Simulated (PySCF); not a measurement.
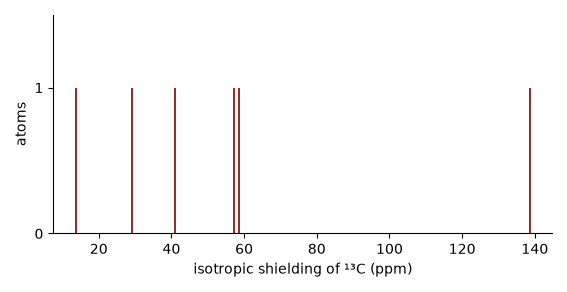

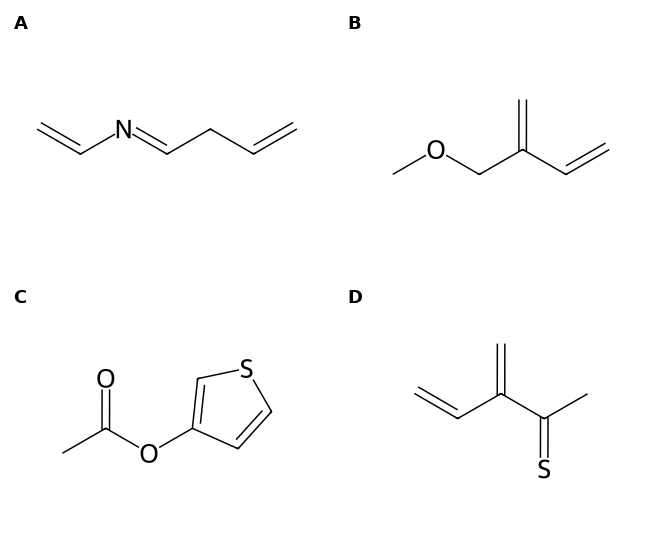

The sticks are computed shieldings of one of the molecules, for one fixed geometry (PBE0-D3(BJ)/def2-SVP) without averaging over rotations. Low shielding means a high chemical shift. Method: GIAO ωB97X-D/pcSseg-1 NMR shielding, non-relativistic, gas phase (PySCF 2.14.0).

Match the spectrum to a structure.

Answer. A, `C=CC/C=N/C=C`. Its 6 C atoms give lines at 13.7, 29.0, 41.0, 57.2, 58.6, 138.6 ppm.
